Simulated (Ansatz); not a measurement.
# Run report: CH6InN, single-point calculation

CH6InN, computed with RKS PBE0-D4/def2-TZVPP (Ansatz 0.2.0).

The geometry is a transition state. The geometry comes from this level: PBE0-D4/def2-TZVP.

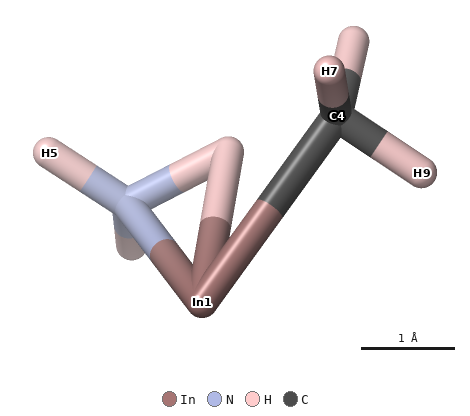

Fig. 1: The structure (stick view, seen at a tilt; atoms are numbered from 1 in the order of the input). Sticks mark near contacts. Bond lengths as drawn: C–H 1.10 Å, C–In 2.58 Å, H–In 2.18 Å, H–N 1.01 to 1.31 Å and In–N 2.31 Å.

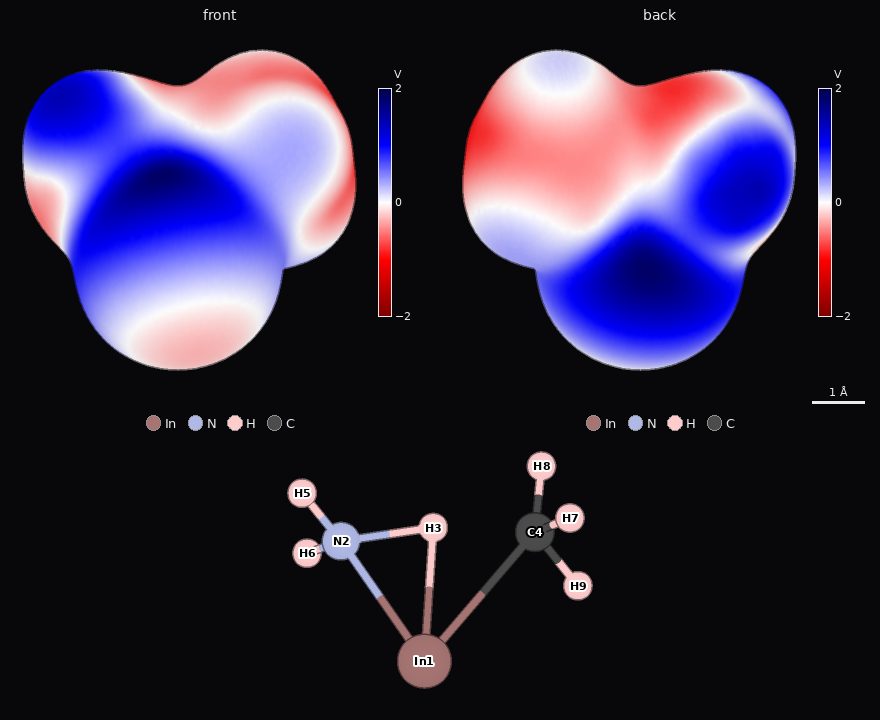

Fig. 2: The molecular electrostatic potential painted on the density surface at 0.002 e/bohr³, seen at a tilt and from behind; red is negative and blue positive. The bare structure is drawn below in the same view. A positive charge is drawn to the negative regions and a negative charge to the positive ones.

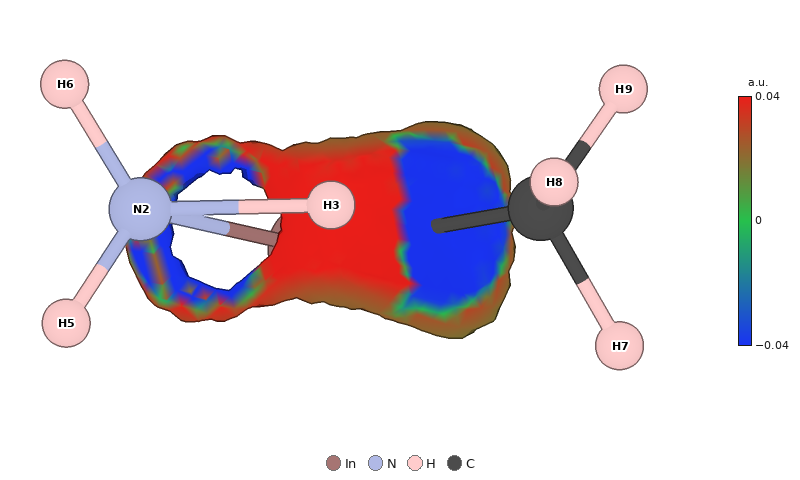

Fig. 3: Non-covalent interaction (NCI) plot: the surface where the reduced density gradient is 0.6, for densities under 0.05 a.u., coloured by sign(λ₂)ρ; seen from the side.

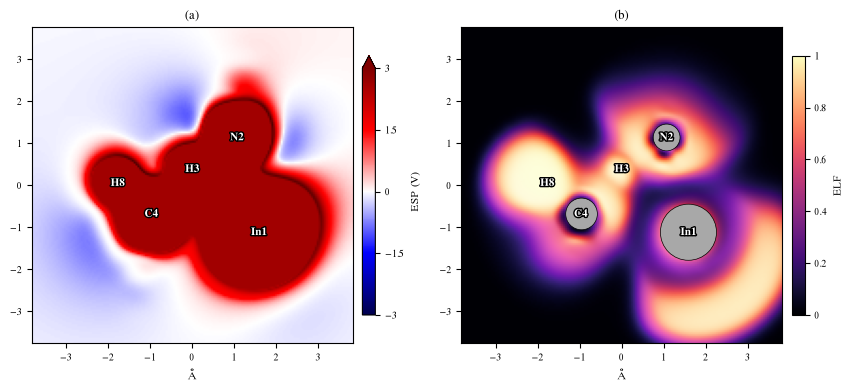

Fig. 4: (a) electrostatic potential; (b) ELF on the plane of atoms N2, In1 and C4. Grey discs, where drawn, cover atomic cores. In–N (2.31 Å): the ELF peaks at about 0.90 in the valence shell of N, 0.7 Å from its nucleus, and drops to about 0.15 between the two atoms. C–In (2.58 Å): the ELF peaks at about 0.85 in the valence shell of C, 0.7 Å from its nucleus, and drops to about 0.15 between the two atoms. C–H (1.10 Å): the ELF climbs to about 1 towards the hydrogen, as it does in any bond to H; a covalent bond by its length. In–H (2.18 Å): the ELF climbs to about 0.90 towards the hydrogen.

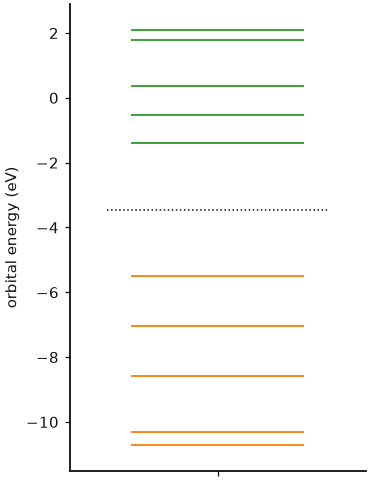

Fig. 5: Orbital energies near the frontier; the dotted line parts filled from empty levels, and levels within 0.02 eV of each other stand side by side. Highest filled −5.49 eV, lowest empty −1.41 eV, 4.08 eV apart.

The input that produced these results follows, with the program's output.

## The input
```yaml
crystal:
  periodic: [false, false, false]
  atoms:
    - {symbol: In, position_ang: [-0.798101, -1.501361, -0.983374]}
    - {symbol: N, position_ang: [-0.331735, -0.857818, 1.188511]}
    - {symbol: H, position_ang: [0.038168, 0.043695, 0.315690]}
    - {symbol: C, position_ang: [0.332705, 0.813914, -0.854039]}
    - {symbol: H, position_ang: [0.402690, -1.311371, 1.719737]}
    - {symbol: H, position_ang: [-1.072241, -0.605080, 1.832605]}
    - {symbol: H, position_ang: [1.148345, 0.524313, -1.529054]}
    - {symbol: H, position_ang: [0.732673, 1.619130, -0.222282]}
    - {symbol: H, position_ang: [-0.452404, 1.274578, -1.467793]}
basis:
  gaussian: {orbitals: def2-TZVPP}
hamiltonian: {xc: pbe0, dispersion: d4}
output: {orbitals: {seedname: orbitals}}
```

Run as:
```bash
ansatz run in.yaml --threads 4 --pin off --events-out ev --progress --plain --max-ram 9574MiB
```

## The program's output
```
Functional definition: PBE0
  name "PBE0"
  cite "Adamo & Barone, J. Chem. Phys. 110, 6158 (1999) doi:10.1063/1.478522"
  cite "Perdew, Burke & Ernzerhof, Phys. Rev. Lett. 77, 3865 (1996) doi:10.1103/PhysRevLett.77.3865"
  parent pbe
  parameter a = 0.25
  parameter kappa = 0.804
  parameter beta = 0.06672455060314922
  exchange = (1 - a)*pbe_x(kappa = kappa, mu = beta*pi^2/3) + a*exact_x
  correlation = pbe_c(beta = beta)
1170 factors; their error is unknown
mean field evaluation 1: about -7783.4253 eV, gradient 7.6e1 eV
mean field evaluation 2: about -7721.5135 eV, gradient 1.5e2 eV
mean field evaluation 4: about -7795.4483 eV, gradient 1.2e1 eV
mean field evaluation 8: about -7795.8153 eV, gradient 2.3e-1 eV
mean field evaluation 16: about -7795.8656 eV, gradient 2.1e-4 eV
mean field -7795.86562803 eV, -286.4927776025 hartree, gradient 4.5e-5 eV, S^2 0.000000; 0 other end points of the search recorded, 0 dependent functions left out
reference -7795.86566255 eV, -286.4927788711 hartree; 20, 20 occupied and 176, 176 virtual orbitals, 1170 factors
Total energy: -7795.99371973 eV, -286.4974848856 hartree
```

## Results in brief

```csv
quantity,value
outcome,converged
total energy,−7795.9937 eV
mean-field energy,−7795.8657 eV
dispersion energy,−0.1281 eV
SCF solution under orbital rotations,stable
HOMO,−5.49 eV
LUMO,−1.41 eV
hardware,"4 threads of Arm Neoverse V1, 23 GiB of memory available, shared host"
wall time,1.8 s (CPU time 6.5 s)
peak memory,0.38 GiB
```
